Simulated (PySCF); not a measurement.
C2H5BSi, SMILES B[SiH2]C#C at its PBE0/def2-SVP optimised geometry (Å):

```
9

B      1.8792     0.8916     0.3865
Si     1.0456    -0.9013     0.0000
C     -0.7932    -0.9013     0.0000
C     -2.0101    -0.8743     0.0047
H      3.0856     0.9750     0.4050
H      1.2374     1.8911     0.6010
H      1.5204    -1.3813    -1.3384
H      1.5206    -1.8911     1.0207
H     -3.0856    -0.8536     0.0086
```

Calculation: PBE0/def2-TZVP (PySCF). Cells within 0.4 Å of a nucleus heavier than hydrogen are left out (blank, or x).

Map of the deformation density (molecule minus spherical neutral atoms) (e/bohr³) on the plane z = 0.6 Å:

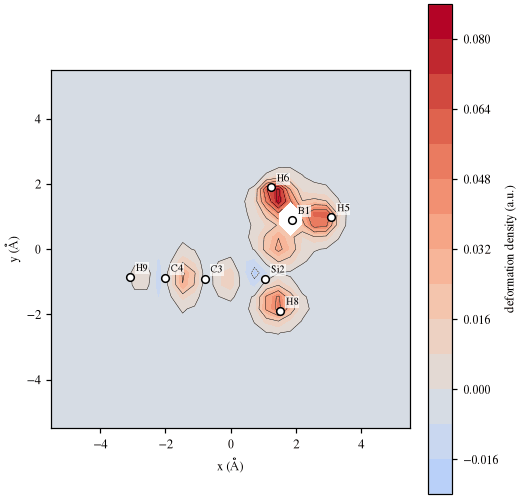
Fig. 1. Deformation density (molecule minus spherical neutral atoms) (e/bohr³) on the plane z = 0.6 Å.
